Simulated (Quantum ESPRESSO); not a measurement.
# CeO2 (Fm-3m): zone-centre phonons

Aim: the zone-centre modes of CeO2 (Fm-3m).

Calculated with Quantum ESPRESSO 7.5; DFT LDA, scalar-relativistic, plane waves, JTH PAW pseudopotentials.

The experiments to compare with:

For CeO2, cubic fluorite (NIST standard powder, 100 micrometre thin sample, 25 keV beam), “New synchrotron powder diffraction facility for long-duration experiments” (2017, pmc:5294393) gives, by synchrotron X-ray powder diffraction, refinement: lattice constant a (cubic a, average of weekly measurements over 17 weeks) 5.41168 ± 2e-05 Å [Average of repeated refinements on a certified reference powder (certified a = 5.41165 …].

“Probing individual layers in functional oxide multilayers by wavelength-dependent Raman scattering” (2012, arxiv:1205.3334) reports for CeO2, fluorite, by Raman scattering (strain-free reference powder, 300 K): Raman mode (F2g) about 465 cm⁻¹.

**1. Set-up**

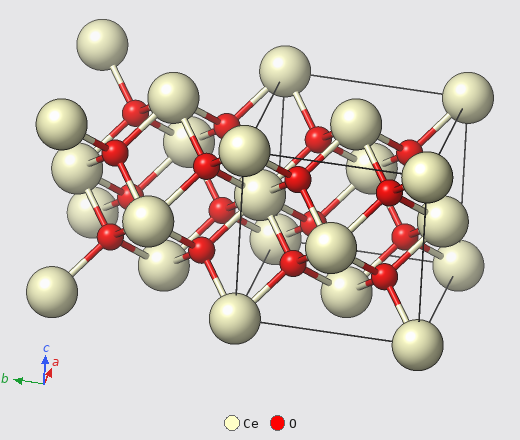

The cell as given, from a free direction (cerium light yellow, oxygen red). 1×2×1 cells are drawn. This picture shows the conventional cell, with its axes. Some periodic images of atoms are drawn too.

**2. A probe with smearing**

A cheap run with smearing and empty bands tells whether the crystal has a gap, which decides between fixed occupations and smearing later on.

probe.in reads:

```
&control
   calculation = 'scf'
   prefix = 'x'
   outdir = './tmp'
   pseudo_dir = './pseudo'
   tprnfor = .true.
   tstress = .true.
   verbosity = 'high'
/
&system
   ibrav = 0
   nat = 3
   ntyp = 2
   ecutwfc = 50.0
   ecutrho = 250.0
   occupations = 'smearing'
   smearing = 'gaussian'
   degauss = 0.01
/
&electrons
   conv_thr = 1.0d-07
   mixing_beta = 0.7
   electron_maxstep = 100
/
ATOMIC_SPECIES
 Ce    140.1160  Ce.upf
 O      15.9990  O.upf
CELL_PARAMETERS angstrom
     0.000000000    2.703650000    2.703650000
     2.703650000    0.000000000    2.703650000
     2.703650000    2.703650000    0.000000000
ATOMIC_POSITIONS crystal
 Ce     0.000000000   0.000000000   0.000000000
 O      0.250000000   0.250000000   0.250000000
 O      0.750000000   0.750000000   0.750000000
K_POINTS automatic
 6 6 6 0 0 0
```

Command:

```console
$ OMP_NUM_THREADS=1 mpirun -n 4 pw.x -nk 4 -in probe.in > probe.out
```

What it wrote:

```text
[banners, grids, parts of the stress and lines that vanish by symmetry left out]
Program PWSCF v.7.5
     file Ce.upf: wavefunction(s)  6S 0P 5D 0D 0F renormalized
     file O.upf: wavefunction(s)  0S 2P 0P renormalized
[...]
kinetic-energy cutoff     =      50.0000  Ry
     charge density cutoff     =     250.0000  Ry
     scf convergence threshold =      1.0E-07
[...]
Exchange-correlation= SLA PW NOGX NOGC
                           (   1   4   0   0   0   0   0)
[...]
48 Sym. Ops., with inversion, found
[...]
(     0          1          0      )
                  (     0          0          1      )
[...]
( -0.0000000  1.0000000  0.0000000 )
                  ( -0.0000000  0.0000000  1.0000000 )
[...]
(     1          0         -1      )
                  (     0          0         -1      )
[...]
(     0          1         -1      )
[...]
( -1.0000000  0.0000000 -0.0000000 )
                  ( -0.0000000  1.0000000 -0.0000000 )
[...]
number of k points=    16  Gaussian smearing, width (Ry)=  0.0100
[...]
c_bands:  1 eigenvalues not converged
[...]
End of self-consistent calculation
[...]
the Fermi energy is    11.2164 ev
!    total energy              =    -550.80405274 Ry
[...]
convergence has been achieved in  29 iterations
[...]
atom    1 type  1   force =     0.00000000    0.00000000   -0.00000000
     atom    2 type  2   force =     0.00000000    0.00000000    0.00000000
     atom    3 type  2   force =     0.00000000    0.00000000    0.00000000
[...]
Total force =     0.000000     Total SCF correction =     0.000000
[...]
total   stress  (Ry/bohr**3)                   (kbar)     P=      -22.11
[...]
XML data file, charge density, pseudopotentials, collected wavefunctions

   JOB DONE.
```

Elapsed: 14 s, on 4 MPI ranks of Arm Neoverse V2, shared host; 55 s of CPU time.

Read from the output:

```yaml
volume_per_atom: 13.18 Å³
pressure: -2.211 GPa
gap_on_the_k_mesh: 2.023 eV
```

A gap of 2.0 eV opens on this mesh, so the crystal is taken as an insulator; the start stands at -2.2 GPa.

**3. Relaxing the cell and atoms**

Frequencies change by per cents with a per cent of volume, so the structure is first brought to rest at this level of theory.

relax.in reads:

```
&control
   calculation = 'vc-relax'
   prefix = 'x'
   outdir = './tmp'
   pseudo_dir = './pseudo'
   tprnfor = .true.
   tstress = .true.
   forc_conv_thr = 2.0d-05
   etot_conv_thr = 1.0d-07
   nstep = 40
/
&system
   ibrav = 0
   nat = 3
   ntyp = 2
   ecutwfc = 50.0
   ecutrho = 250.0
   occupations = 'fixed'
   nbnd = 14
/
&electrons
   conv_thr = 1.0d-11
   mixing_beta = 0.7
   electron_maxstep = 100
/
&ions
/
&cell
   press_conv_thr = 0.2
/
ATOMIC_SPECIES
 Ce    140.1160  Ce.upf
 O      15.9990  O.upf
CELL_PARAMETERS angstrom
     0.000000000    2.703650000    2.703650000
     2.703650000    0.000000000    2.703650000
     2.703650000    2.703650000    0.000000000
ATOMIC_POSITIONS crystal
 Ce     0.000000000   0.000000000   0.000000000
 O      0.250000000   0.250000000   0.250000000
 O      0.750000000   0.750000000   0.750000000
K_POINTS automatic
 8 8 8 0 0 0
```

Command:

```console
$ OMP_NUM_THREADS=1 mpirun -n 4 pw.x -nk 4 -in relax.in > relax.out
```

What it wrote:

```text
[banners, grids, parts of the stress and lines that vanish by symmetry left out]
[banner, memory and clock lines left out]
Program PWSCF v.7.5

[...]
kinetic-energy cutoff     =      50.0000  Ry
     charge density cutoff     =     250.0000  Ry
     scf convergence threshold =      1.0E-11
[...]
energy convergence thresh.=      1.0E-07
     force convergence thresh. =      2.0E-05
     press convergence thresh. =      2.0E-01
     Exchange-correlation= SLA PW NOGX NOGC
                           (   1   4   0   0   0   0   0)
[...]
48 Sym. Ops., with inversion, found
[...]
number of k points=    29
[...]
End of self-consistent calculation
[...]
highest occupied, lowest unoccupied level (ev):    10.5018   12.4087
!    total energy              =    -550.80405193 Ry
[...]
convergence has been achieved in  62 iterations
[...]
atom    1 type  1   force =     0.00000000    0.00000000   -0.00000000
     atom    2 type  2   force =     0.00000000    0.00000000    0.00000000
     atom    3 type  2   force =    -0.00000000    0.00000000    0.00000000
     Total force =     0.000000     Total SCF correction =     0.000000
[...]
total   stress  (Ry/bohr**3)                   (kbar)     P=      -22.42
[...]
number of bfgs steps    =   0
[...]
CELL_PARAMETERS (angstrom)
[...]
ATOMIC_POSITIONS (crystal)
Ce               0.0000000000       -0.0000000000        0.0000000000
O                0.2500000000        0.2500000000        0.2500000000
O                0.7500000000        0.7500000000        0.7500000000
[...]
New effective cutoffs (rho, wfc):  251.46   50.36
[...]
End of self-consistent calculation
[...]
highest occupied, lowest unoccupied level (ev):    10.6895   12.6280
!    total energy              =    -550.80428221 Ry
[...]
convergence has been achieved in  31 iterations
[...]
atom    1 type  1   force =    -0.00000000   -0.00000000    0.00000000
     atom    2 type  2   force =    -0.00000000   -0.00000000    0.00000000
     atom    3 type  2   force =     0.00000000    0.00000000   -0.00000000
     Total force =     0.000000     Total SCF correction =     0.000000
[...]
total   stress  (Ry/bohr**3)                   (kbar)     P=        0.35
[...]
number of bfgs steps    =   1
[...]
CELL_PARAMETERS (angstrom)
[...]
ATOMIC_POSITIONS (crystal)
Ce              -0.0000000000        0.0000000000       -0.0000000000
[...]
New effective cutoffs (rho, wfc):  251.43   50.36
[...]
End of self-consistent calculation
[...]
highest occupied, lowest unoccupied level (ev):    10.6866   12.6246
!    total energy              =    -550.80428226 Ry
[...]
convergence has been achieved in  57 iterations
[...]
atom    1 type  1   force =     0.00000000   -0.00000000    0.00000000
     atom    2 type  2   force =     0.00000000    0.00000000    0.00000000
     atom    3 type  2   force =     0.00000000    0.00000000    0.00000000
     Total force =     0.000000     Total SCF correction =     0.000000
[...]
total   stress  (Ry/bohr**3)                   (kbar)     P=       -0.01
[...]
bfgs converged in   3 scf cycles and   2 bfgs steps
[...]
End of BFGS Geometry Optimization
     Final enthalpy           =    -550.8042822648 Ry
     File ./tmp/x.bfgs deleted, as requested
[...]
CELL_PARAMETERS (angstrom)
[...]
ATOMIC_POSITIONS (crystal)
[...]
O                0.2500000000        0.2500000000        0.2500000000
O                0.7500000000        0.7500000000        0.7500000000
[...]
Final scf calculation at the relaxed structure.
[...]
kinetic-energy cutoff     =      50.0000  Ry
     charge density cutoff     =     250.0000  Ry
     scf convergence threshold =      1.0E-13
[...]
press convergence thresh. =      2.0E-01
     Exchange-correlation= SLA PW NOGX NOGC
                           (   1   4   0   0   0   0   0)
[...]
48 Sym. Ops., with inversion, found
[...]
number of k points=    29
[...]
c_bands:  2 eigenvalues not converged
     c_bands:  1 eigenvalues not converged
[...]
End of self-consistent calculation
[...]
highest occupied, lowest unoccupied level (ev):    10.6866   12.6246
!    total energy              =    -550.80420101 Ry
[...]
convergence has been achieved in  56 iterations
[...]
atom    1 type  1   force =     0.00000000    0.00000000    0.00000000
     atom    2 type  2   force =    -0.00000000    0.00000000    0.00000000
     atom    3 type  2   force =    -0.00000000   -0.00000000    0.00000000
     Total force =     0.000000     Total SCF correction =     0.000000
[...]
total   stress  (Ry/bohr**3)                   (kbar)     P=        0.17
[...]
XML data file, charge density, pseudopotentials, collected wavefunctions
```

It took 2.2 min on 4 MPI ranks.

Step by step:

```tsv
step	energy less that of the first step (eV)	largest force (eV/Å)	pressure (GPa)	volume (Å³)
1	0.0000	0.0000	-2.24	39.53
2	-0.0031	0.0000	0.03	39.08
3	-0.0031	0.0000	0.00	39.08
4	-0.0020	0.0000	0.02	39.08
```

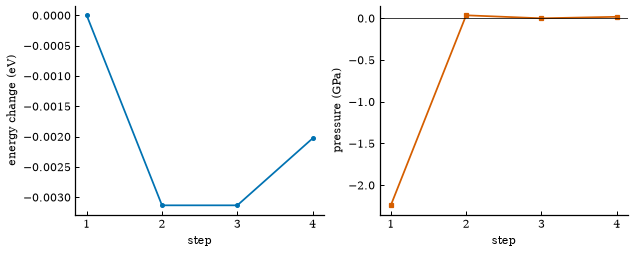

Energy and pressure along the relaxation.

```tsv
conventional cell, symmetrised	before	after	change
a (Å)	5.407	5.387	-0.4 %
b (Å)	5.407	5.387	-0.4 %
c (Å)	5.407	5.387	-0.4 %
volume (Å³/atom)	13.18	13.03	-1.1 %
```

Final coordinates:

```
CELL_PARAMETERS angstrom
0.00000 2.69351 2.69351
2.69351 0.00000 2.69351
2.69351 2.69351 0.00000
ATOMIC_POSITIONS crystal
Ce 0.00000 0.00000 0.00000
O 0.25000 0.25000 0.25000
O 0.75000 0.75000 0.75000
```

The last row of the table of steps is pw.x's closing run on a basis chosen anew for the final cell, so its energy can jump.

This step gave:

```yaml
volume_per_atom: 13.03 Å³
pressure: 0.017 GPa
gap_on_the_k_mesh: 1.938 eV
```

The volume changes by -1.1 % from the cell with which this run began.

**4. Ground state**

Perturbation theory inherits every error of the wavefunctions, so the threshold is set near the limit of the arithmetic. With a gap, occupations are fixed, which also allows the response to an electric field.

scf.in reads:

```
&control
   calculation = 'scf'
   prefix = 'x'
   outdir = './tmp'
   pseudo_dir = './pseudo'
   tprnfor = .true.
   tstress = .true.
/
&system
   ibrav = 0
   nat = 3
   ntyp = 2
   ecutwfc = 50.0
   ecutrho = 250.0
   occupations = 'fixed'
   nbnd = 14
/
&electrons
   conv_thr = 1.0d-12
   mixing_beta = 0.7
   electron_maxstep = 100
/
ATOMIC_SPECIES
 Ce    140.1160  Ce.upf
 O      15.9990  O.upf
CELL_PARAMETERS angstrom
     0.000000000    2.693507018    2.693507018
     2.693507018    0.000000000    2.693507018
     2.693507018    2.693507018    0.000000000
ATOMIC_POSITIONS crystal
 Ce     0.000000000   0.000000000   0.000000000
 O      0.250000000   0.250000000   0.250000000
 O      0.750000000   0.750000000   0.750000000
K_POINTS automatic
 8 8 8 0 0 0
```

Command:

```console
$ OMP_NUM_THREADS=1 mpirun -n 4 pw.x -nk 4 -in scf.in > scf.out
```

What it wrote:

```text
[banners, grids, parts of the stress and lines that vanish by symmetry left out]
[banner, memory and clock lines left out]
Program PWSCF v.7.5

[...]
kinetic-energy cutoff     =      50.0000  Ry
     charge density cutoff     =     250.0000  Ry
     scf convergence threshold =      1.0E-12
[...]
Exchange-correlation= SLA PW NOGX NOGC
                           (   1   4   0   0   0   0   0)
[...]
48 Sym. Ops., with inversion, found
[...]
number of k points=    29
[...]
End of self-consistent calculation
[...]
highest occupied, lowest unoccupied level (ev):    10.6866   12.6246
!    total energy              =    -550.80420101 Ry
[...]
convergence has been achieved in  54 iterations
[...]
atom    1 type  1   force =    -0.00000000    0.00000000   -0.00000000
     atom    2 type  2   force =    -0.00000000    0.00000000   -0.00000000
     atom    3 type  2   force =     0.00000000   -0.00000000    0.00000000
     Total force =     0.000000     Total SCF correction =     0.000000
[...]
total   stress  (Ry/bohr**3)                   (kbar)     P=        0.17
[...]
XML data file, charge density, pseudopotentials, collected wavefunctions
```

It took 39 s on 4 MPI ranks.

The cell stands at 0.017 GPa, close enough for phonons.

[end of part 1 of 2]

[Host names and launcher messages were left out of these logs when they were recorded.]

[Logs are printed without paths, hosts, clocks, repeated set-up lines and the standing remarks that a program may print on its own settings, such as how far it seeks lower states.]

[Hosts, paths, dates, database ids (printed as entryN), source tags and the programs' standing remarks are cut or masked in the printed files.]
